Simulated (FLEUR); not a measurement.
# Energy mapping worked by hand: GdP

Aim: get Heisenberg couplings of GdP from the energies of collinear orders, with pencil and paper, and test them on an order left out of the fit.

Main program and level: FLEUR MaX-R8.1; LDA (VWN) with U = 6 eV on Gd f; all-electron FLAPW, Dirac cores, scalar-relativistic bands.

### Step 1. The starting structure

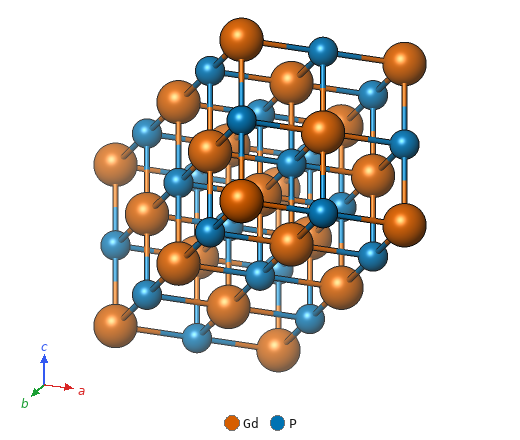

Start, viewed from a free direction; gadolinium orange, phosphorus blue. 1×2×1 cells are drawn. This picture shows the conventional cell, with its axes. Some periodic images of atoms are drawn too.

The cell comes from a database of computed structures and need not be the stable phase.

### Step 2. The parallel order

All energies count from this run. The U counters the self-interaction that shrinks the moments of a localised shell.

The file n_mmp_mat seeds the f occupations with whole cubic orbitals by Hund's first rule, so that the U acts from the first pass. inpgen writes inp.xml from crystal.txt; cutoffs, mixing, functional, smearing and local orbitals are then set in the file. The k list default-1 (kpts.xml, not shown) is a Γ-centred 8×8×8 mesh; where the ranks do not divide the number of points, some are split in two of half the weight.

inp.xml reads:

```
<?xml version="1.0" encoding="UTF-8" standalone="no"?>
<fleurInput fleurInputVersion="0.39">
   <comment>
      GdP
   </comment>
   <calculationSetup>
      <cutoffs Kmax="3.6" Gmax="10.8" GmaxXC="10.8" numbands="0"/>
      <scfLoop itmax="130" minDistance="0.0001" maxIterBroyd="15" imix="Anderson" alpha="0.05" precondParam="0.0" spinf="2.0" sdNocoIR="T"/>
      <coreElectrons ctail="T" frcor="F" kcrel="0" coretail_lmax="0"/>
      <xcFunctional name="vwn" relativisticCorrections="F"/>
      <magnetism jspins="2"/>
      <soc l_soc="F" theta="0.0" phi="0.0" spav="F"/>
      <expertModes spex="0" secvar="F"/>
      <geometryOptimization l_f="F" forcealpha="1.0" forcemix="BFGS" epsdisp="0.00001" epsforce="0.00001"/>
      <ldaU l_linMix="F" mixParam="0.05" spinf="1.0"/>
   </calculationSetup>
   <cell>
      <bzIntegration valenceElectrons="23.0" mode="hist" fermiSmearingEnergy="0.00183747">
         <kPointListSelection listName="default-1"/>
         <xi:include xmlns:xi="http://www.w3.org/2001/XInclude" href="kpts.xml"> </xi:include>
      </bzIntegration>
      <xi:include xmlns:xi="http://www.w3.org/2001/XInclude" href="sym.xml"> </xi:include>
      <bulkLattice scale="1.0">
         <bravaisMatrix>
            <row-1>    0.0000000000000000     5.4233959069468174     5.4233959069468174</row-1>
            <row-2>    5.4233959069468174     0.0000000000000000     5.4233959069468174</row-2>
            <row-3>    5.4233959069468174     5.4233959069468174     0.0000000000000000</row-3>
         </bravaisMatrix>
      </bulkLattice>
   </cell>
   <atomSpecies>
      <species name="Gadolinium7.000" element="Gd" atomicNumber="64">
         <mtSphere radius="2.8" gridPoints="925" logIncrement="0.014"/>
         <atomicCutoffs lmax="10" lnonsphr="8"/>
         <electronConfig flipSpins="F">
            <coreConfig>(1s1/2) (2s1/2) (2p1/2) (2p3/2) (3s1/2) (3p1/2) (3p3/2) (4s1/2) (3d3/2) (3d5/2) (4p1/2) (4p3/2) (4d3/2) (4d5/2)</coreConfig>
            <valenceConfig>(5s1/2) (5p1/2) (5p3/2) (6s1/2) (4f5/2) (4f7/2) (5d3/2) (5d5/2)</valenceConfig>
            <stateOccupation state="(4f5/2)" spinUp="2.5" spinDown="0.5"/>
            <stateOccupation state="(4f7/2)" spinUp="4.0" spinDown="0.0"/>
            <stateOccupation state="(5d3/2)" spinUp="0.4" spinDown="0.0"/>
            <stateOccupation state="(5d5/2)" spinUp="0.6" spinDown="0.0"/>
         </electronConfig>
         <energyParameters s="6" p="6" d="5" f="4"/>
         <ldaU l="3" U="6.0" J="0.0" l_amf="F"/>
         <lo type="SCLO" l="0" n="5" eDeriv="0"/>
         <lo type="SCLO" l="1" n="5" eDeriv="0"/>
      </species>
      <species name="Phosphorous (P)" element="P" atomicNumber="15">
         <mtSphere radius="2.09" gridPoints="691" logIncrement="0.017"/>
         <atomicCutoffs lmax="8" lnonsphr="6"/>
         <electronConfig flipSpins="F">
            <coreConfig>(1s1/2) (2s1/2) (2p1/2) (2p3/2)</coreConfig>
            <valenceConfig>(3s1/2) (3p1/2) (3p3/2)</valenceConfig>
            <stateOccupation state="(3p1/2)" spinUp="0.500000" spinDown="0.500000"/>
            <stateOccupation state="(3p3/2)" spinUp="1.000000" spinDown="1.000000"/>
         </electronConfig>
         <energyParameters s="3" p="3" d="3" f="4"/>
      </species>
   </atomSpecies>
   <atomGroups>
      <atomGroup species="Gadolinium7.000">
         <relPos label="                   1">.0000000000 .0000000000 .0000000000</relPos>
         <force calculate="T" relaxXYZ="TTT"/>
      </atomGroup>
      <atomGroup species="Phosphorous (P)">
         <relPos label="                   2">1.000/2.000 1.000/2.000 1.000/2.000</relPos>
         <force calculate="T" relaxXYZ="TTT"/>
      </atomGroup>
   </atomGroups>
   <output dos="F" band="F" slice="F">
      <bandDOS minEnergy="-.5*Htr" maxEnergy="0.5*Htr" sigma="0.015" storeEVData="T"/>
      <plotting iplot="0" polar="F">
         <plot TwoD="T" vec1="  1.0  0.0  0.0" vec2="  0.0  1.0  0.0" vec3="  0.0  0.0  1.0" zero="  0.0  0.0  0.0" file="plot"/>
      </plotting>
      <moessbauerParams electricFieldGradient="F" isomerShift="F" coreHyperfine="F" valenceHyperfine="F"/>
   </output>
</fleurInput>
```

crystal.txt reads:

```
GdP
&input film=F cartesian=F /
0.00000000000  2.86993751970  2.86993751970
2.86993751970  0.00000000000  2.86993751970
2.86993751970  2.86993751970  0.00000000000
1.8897261246
1.0 1.0 1.0

2
64 0.00000000000  0.00000000000  0.00000000000 : 7.000
15 0.50000000000  0.50000000000  0.50000000000

&kpt div1=8 div2=8 div3=8 gamma=T /
```

Command:

```
$ OMP_NUM_THREADS=1 inpgen -f crystal.txt > inpgen.log  # inp.xml is then edited as shown
$ OMP_NUM_THREADS=1 mpirun -n 4 fleur_MPI > fleur.log
```

What it wrote:

```text
Welcome to FLEUR        (www.flapw.de)
      MaX-Release 8.1          (www.max-centre.eu)

 ========== k-point set info ==========
 Selected k-point list: default-1
 k-point list type: mesh
 0 x 0 x 0
 Number of k points: 32

 [... set-up left out ...]
 Iteration:     1   Distance:      22.40278533 me/bohr^3
 Iteration:     2   Distance:      21.47157166 me/bohr^3
 Iteration:     3   Distance:       7.74242754 me/bohr^3
 Iteration:     4   Distance:       4.20531888 me/bohr^3
 Iteration:     5   Distance:       1.51187241 me/bohr^3
[...]
[... left out ...]
            <freeEnergy value="-11614.1524455854"/>
            <extrapolationTo0K value="-11614.1524037357"/>
         </totalEnergy>
         [... left out ...]
         <ldaUDensityMatrixConvergence>
            <distance spin="1" distance="0.000000"/>
            <distance spin="2" distance="0.000000"/>
         </ldaUDensityMatrixConvergence>
         <densityConvergence units="me/bohr^3">
            <chargeDensity spin="1" distance="0.0000073792"/>
            <chargeDensity spin="2" distance="0.0000092157"/>
            <overallChargeDensity distance="0.0000130754"/>
            <spinDensity distance="0.0000103825"/>
         </densityConvergence>
      </iteration>
```

Wall time 7.1 s (4 MPI ranks of AMD EPYC 9R45, shared host); peak memory 0.25 GiB; 27 s of CPU time.

Spin moment in the muffin-tin sphere by atom:

```tsv
atom	spin moment in the muffin-tin sphere (μB)
Gd1	7.04
P2	-0.07
```

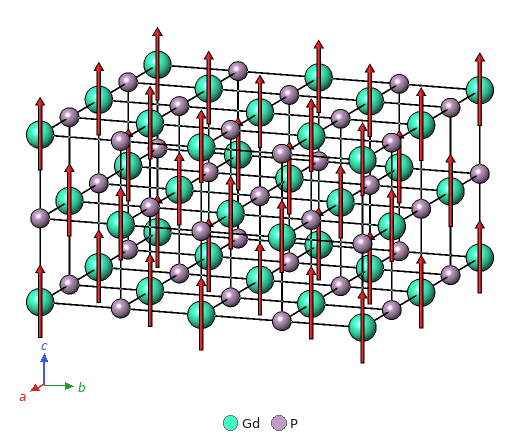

Spin moment in the muffin-tin sphere as arrows, the longest 7.04 μB. Up and down stand for the sign. Arrows give size and sign along the axis of quantisation, drawn up and down the page. 2×2×1 conventional cells are drawn. Some periodic images of atoms are drawn too.

This step gave:

- free energy: -316037.1881 eV
- program's band gap on this mesh (in a metal only a level spacing): 0.005574 eV
- magnetization: 7.003 μB
- final state: ferromagnetic, with opposed induced moments

After 15 cycles the largest moment stands at 7.04 μB.

### Step 3. The orders used for the fit

The other orders were run with the same settings, on meshes that hold the same points. Free energies are divided by the number of Gd atoms; q is in fractions of the reciprocal vectors of the first run's cell.

```tsv
order	atoms	mesh	free energy (eV)	eV per Gd	largest moment (μB)
F +	2	8×8×8	-316037.1881	-316037.1881	7.04
AF q=(0,0,1/2) +-	4	8×8×4	-632074.3934	-316037.1967	7.08
```

### Step 4. Counting neighbours

With E = −Σ J e_i·e_j over ordered pairs of unit vectors, turning a neighbour from parallel to opposed costs 2J a Gd atom. So an order lies 2 Σ n J over the parallel one, n being the opposed neighbours in each shell.

```tsv
shell	distance (Å)	neighbours	opposed in AF q=(0,0,1/2) +-	opposed in AF q=(0,1/2,1/2) +-
J1	4.06	12	6	8
J2	5.74	6	6	0
```

Only J1 is kept.

### Step 5. Solving

```
2 × 6 × J1 = -8.6 meV    (AF q=(0,0,1/2) +-)
J1 = -0.72 meV
```

### Step 6. The test

The couplings now give the orders that were left out:

```
2 × 8 × (-0.72) = -11.5 meV    (AF q=(0,1/2,1/2) +-)
```

The runs themselves:

```tsv
order	atoms	mesh	free energy (eV)	eV per Gd	largest moment (μB)	over the parallel order (meV)	foretold (meV)
AF q=(0,1/2,1/2) +-	4	8×4×8	-632074.3842	-316037.1921	7.06	-4.0	-11.5
```

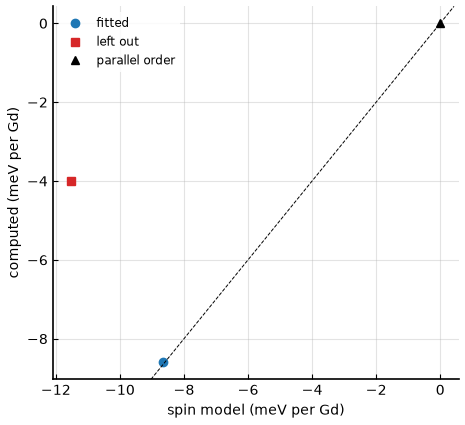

Computed energies of the orders against the model; the dashed line marks agreement.

### Step 7. One more shell

One try is to add the next shell, though changing moments can also cause the miss. Both differences then fix both couplings, and no order is left for a test.

```
2 × 6 × J1 + 2 × 6 × J2 = -8.6 meV    (AF q=(0,0,1/2) +-)
2 × 8 × J1 = -4.0 meV    (AF q=(0,1/2,1/2) +-)
J1 = -0.25 meV
J2 = -0.47 meV
```

### Step 8. Summary of results

* effective coupling of the reversed pairs, counted on J1 (Gd–Gd at 4.06 Å): -0.72 meV
* largest miss on the orders left out: 7.5 meV
* J1 with two shells: -0.25 meV
* J2 with two shells: -0.47 meV

What this shows: The model misses the order left out by 7.5 meV, 87 % of the largest distance from the parallel order, so it fails: these couplings alone don't describe the crystal. With the next shell added the couplings are J1 = -0.25 and J2 = -0.47 meV, untested. The largest moments of the orders differ by 0.52 % of the greatest. One difference fixes one number: it sums all reversed shells and need not be the coupling of the nearest one, even in sign. The f shell is half filled, so the spin-only picture is fair.

[Logs and program files are shortened in this print: banners, set-up blocks, solver, clock and traceback lines can be left out without a mark of their own.]

[Logs are printed without paths, hosts, clocks, repeated set-up lines and the standing remarks that a program may print on its own settings, such as how far it seeks lower states.]

[Hosts, paths, dates, database ids (printed as entryN), source tags and the programs' standing remarks are cut or masked in the printed files.]

[Where a cell is said to come from a database of computed structures, the database is the Materials Project.]
